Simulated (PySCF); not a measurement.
# doublet NO2 at 6 levels

Aim: a comparison of 6 runs (UB3LYP/STO-3G, UM06-2X/STO-3G, NEVPT2(3,3)/STO-3G, UCISD/STO-3G, ROCCSD(T)/STO-3G, UCCSD(T)/STO-3G) of doublet NO2. 

The results are computed with PySCF 2.14.0.

16 further runs of the same task are left out: 7 that didn't finish, 9 set aside as unsound or not needed.

**1. The molecule**

NO2 has 3 atoms, charge 0, and is taken as a doublet. As SMILES of the parent species, `O=N[O-]`. The coordinates come from a GFN2-xTB relaxation. That shape belongs to the parent species and isn't relaxed for this state.

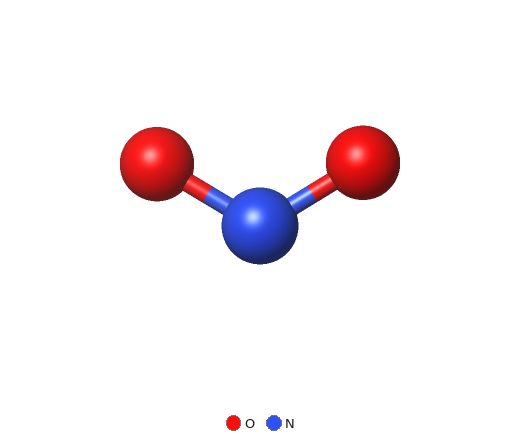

Viewed from a chosen angle; oxygen red, nitrogen blue.

**2. A single-point energy at UB3LYP/STO-3G (run 1)**

mol.xyz reads:

```xyz
3

O      0.332300     1.015250     0.295330
N      0.330220    -0.248730     0.154080
O     -0.662520    -0.766520    -0.449410
```

input.py reads:

```python
from pyscf import gto, dft

mol = gto.M(
    atom='mol.xyz',
    max_memory=1860,
    basis='sto-3g',
    spin=1,
    charge=0,
    verbose=3,
)

myscf = dft.UKS(mol)
myscf.xc = 'b3lyp'
myscf.conv_tol = 1e-10
myscf.grids.level = 5
myscf.kernel()
if not myscf.converged:
    myscf = myscf.newton().run(myscf.mo_coeff, myscf.mo_occ)

e_final = myscf.e_tot
print('Final energy', e_final)
```

Started as:

```bash
$ OMP_NUM_THREADS=1 python input.py
```

The log of the run:

```text
WARN: HOMO -0.203610761874994 >= LUMO -0.203610761874995

converged SCF energy = -202.262829804836  <S^2> = 0.75423958  2S+1 = 2.0042351
Final energy -202.26282980483597
```

It took 3.3 s on 1 thread of Arm Neoverse V2, shared host; peak memory 0.18 GiB.

**3. A single-point energy at UM06-2X/STO-3G (run 2)**

job.py reads:

```python
from pyscf import gto, dft

mol = gto.M(
    atom='''
O    0.332300   1.015250   0.295330
N    0.330220  -0.248730   0.154080
O   -0.662520  -0.766520  -0.449410
''',
    basis='sto-3g',
    spin=1,
    verbose=3,
    charge=0,
    max_memory=1860,
)

mf = dft.UKS(mol)
mf.xc = 'm06-2x'
mf.conv_tol = 1e-10
mf.grids.level = 5
mf.kernel()
if not mf.converged:
    mf = mf.newton().run(mf.mo_coeff, mf.mo_occ)

energy = mf.e_tot
print('Final energy', energy)
```

Started as:

```bash
$ OMP_NUM_THREADS=1 python job.py
```

The log of the run:

```text
WARN: HOMO -0.198856713264563 >= LUMO -0.198856713264562

converged SCF energy = -202.253172074174  <S^2> = 0.75636845  2S+1 = 2.0063583
Final energy -202.25317207417447
```

Wall time 5.7 s (1 thread of Arm Neoverse V2, shared host); peak memory 0.19 GiB.

**4. The energy at NEVPT2(3,3)/STO-3G (run 3)**

input.py reads:

```python
import numpy
from pyscf import gto, scf, mp, mcscf, mrpt

molecule = gto.Mole()
molecule.atom = [
    ('O', (0.332300, 1.015250, 0.295330)),
    ('N', (0.330220, -0.248730, 0.154080)),
    ('O', (-0.662520, -0.766520, -0.449410)),
]
molecule.basis = 'sto-3g'
molecule.spin = 1
molecule.charge = 0
molecule.max_memory = 1860
molecule.verbose = 3
molecule.build()

mf = molecule.ROHF()
mf.conv_tol = 1e-10
mf.kernel()
if not mf.converged:
    mf = mf.newton().run(mf.mo_coeff, mf.mo_occ)

pt = mp.MP2(scf.addons.convert_to_uhf(mf)).run()
noons, natorbs = mcscf.addons.make_natural_orbitals(pt)
print('natural occupations', numpy.round(noons[:40], 4))
cas = mcscf.CASSCF(mf, 3, 3)
cas.fix_spin_(ss=0.75)
cas.natorb = True
cas.kernel(natorbs)
e_pt2 = mrpt.NEVPT(cas).kernel()
e_tot = cas.e_tot + e_pt2
print('E = %.10f Eh' % e_tot)
```

Started as:

```bash
$ OMP_NUM_THREADS=1 python input.py
```

The log of the run:

```text
converged SCF energy = -201.266102148142
E(UMP2) = -201.499290543524  E_corr = -0.233188395382126
E(SCS-UMP2) = -201.486660587106  E_corr = -0.220558438964626
natural occupations [2.     2.     2.     1.9982 1.9981 1.9867 1.9785 1.9603 1.9572 1.9436
 1.8991 1.0541 0.1468 0.0426 0.0346]
CASSCF energy = -201.373703193044
CASCI E = -201.373703193044  E(CI) = -2.75614152479804  S^2 = 0.7500000
Sr    (-1)',   E = -0.00083166636701
Si    (+1)',   E = -0.00141045894521
Sijrs (0)  ,   E = -0.03427674420087
Sijr  (+1) ,   E = -0.02127866362823
Srsi  (-1) ,   E = -0.00173550818623
Srs   (-2) ,   E = -0.00013421102610
Sij   (+2) ,   E = -0.00484229943328
Sir   (0)' ,   E = -0.02672696604101
Nevpt2 Energy = -0.091236517827948
E = -201.4649397109 Eh
```

It took 1 s on 1 thread of Arm Neoverse V2, shared host; peak memory 0.12 GiB.

Runs 4 to 5 aren't shown in full; the table further down has their settings and results.

**5. A single-point energy at UCCSD(T)/STO-3G (run 6)**

calc.py reads:

```python
from pyscf import gto, scf, cc

system = gto.M(
    atom='''
O    0.332300   1.015250   0.295330
N    0.330220  -0.248730   0.154080
O   -0.662520  -0.766520  -0.449410
''',
    verbose=3,
    spin=1,
    basis='sto-3g',
    max_memory=1860,
)

hf = scf.UHF(system)
hf.conv_tol = 1e-10
hf.kernel()
if not hf.converged:
    hf = hf.newton().run(hf.mo_coeff, hf.mo_occ)

mycc = cc.CCSD(hf, frozen=3)
mycc.kernel()
e_t = mycc.ccsd_t()
e_tot = mycc.e_tot + e_t
print(f'total energy: {e_tot:.8f} hartree')
```

Started as:

```bash
$ OMP_NUM_THREADS=1 python calc.py
```

The log of the run:

```text
converged SCF energy = -201.274453802746  <S^2> = 0.77981163  2S+1 = 2.0295927
E(UCCSD) = -201.4959357383829  E_corr = -0.221481935636662
UCCSD(T) correction = -0.02450160769521
total energy: -201.52043735 hartree
```

Wall time 0.81 s (1 thread of Arm Neoverse V2, shared host); peak memory 0.099 GiB.

**6. Overview of the runs**

| run | level | integration grid | active selection | energy (Eh) | dipole moment (D) of the reference | HOMO energy (eV) | LUMO energy (eV) | wall time |
| --- | --- | --- | --- | --- | --- | --- | --- | --- |
| 1 | UB3LYP/STO-3G | 5 | – | -202.262830 | 0.02 | -4.99 | -1.54 | 3.3 s |
| 2 | UM06-2X/STO-3G | 5 | – | -202.253172 | 0.12 | -6.68 | -0.19 | 5.7 s |
| 3 | NEVPT2(3,3)/STO-3G | – | mp2 natural orbitals | -201.464940 | 0.39 | – | – | 1 s |
| 4 | UCISD/STO-3G | – | – | -201.482918 | 0.34 | -8.62 | 3.49 | 0.85 s |
| 5 | ROCCSD(T)/STO-3G | – | – | -201.521040 | 0.39 | – | – | 0.87 s |
| 6 | UCCSD(T)/STO-3G | – | – | -201.520437 | 0.34 | -8.62 | 3.49 | 0.81 s |

**7. Summary of results**

| quantity | value |
| --- | --- |
| run 6: total energy | -201.52044 Eh |
| run 6: dipole moment (Hartree–Fock density) | 0.34 D |
| run 6: HOMO energy (Hartree–Fock orbitals) (highest over α and β) | -8.62 eV |
| run 6: LUMO energy (Hartree–Fock orbitals) (lowest over α and β) | 3.49 eV |
| run 6: correlation energy (3 core orbitals frozen) | -246.0 mEh |
| run 6: (T) correction | -24.50 mEh |
| run 6: ⟨S²⟩ of the reference determinant | 0.780 |
| run 6: T1 diagnostic | 0.031 |

What this shows: Totals of different functionals can't be ranked against each other. In runs 1, 2, 3, 4, 5, 6 the basis is minimal, so the values are rough. All runs together took 13 s, the longest 5.7 s.
